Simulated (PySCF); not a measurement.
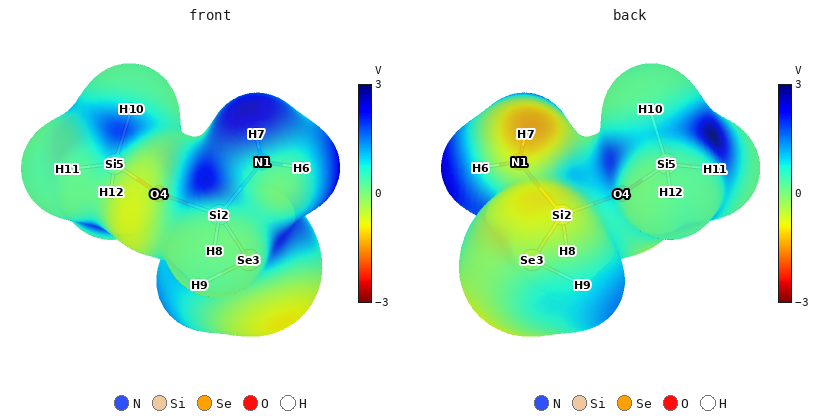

Figure. H7NOSeSi2. The electrostatic potential painted on the density surface at 0.004 e/bohr³, seen from the front and from behind; the colour scale runs from red (negative) to blue (positive).

Geometry: GFN2-xTB.

Theory: B3LYP/def2-SVPD, SCF density, gas phase in PySCF 2.14.0.

```yaml
atoms:
  - { symbol: N, position_ang: [0.1422, -1.4926, 1.4398] }
  - { symbol: Si, position_ang: [0.8907, -0.1799, 0.6358] }
  - { symbol: Se, position_ang: [0.3935, 1.6111, 1.9618] }
  - { symbol: O, position_ang: [0.2624, -0.0134, -0.8390] }
  - { symbol: Si, position_ang: [-0.9966, 0.3479, -1.8034] }
  - { symbol: H, position_ang: [0.2058, -1.5587, 2.4423] }
  - { symbol: H, position_ang: [0.1614, -2.4051, 1.0165] }
  - { symbol: H, position_ang: [2.3227, -0.2243, 0.3687] }
  - { symbol: H, position_ang: [0.5097, 2.5912, 0.9256] }
  - { symbol: H, position_ang: [-2.0529, -0.6298, -1.5573] }
  - { symbol: H, position_ang: [-0.4048, 0.2456, -3.1333] }
  - { symbol: H, position_ang: [-1.4330, 1.7070, -1.4835] }
```

Q: Where is the surface potential most negative and most positive?

A: The most negative region (about −1.2 V, or −28 kcal/mol for a unit charge) lies over N1, the most positive (about +2.6 V, or +60 kcal/mol for a unit charge) over Si5. N1 is the likeliest acceptor of a hydrogen bond.

Q: What dipole moment does the calculation give?

A: Its dipole moment is 1.59 D.
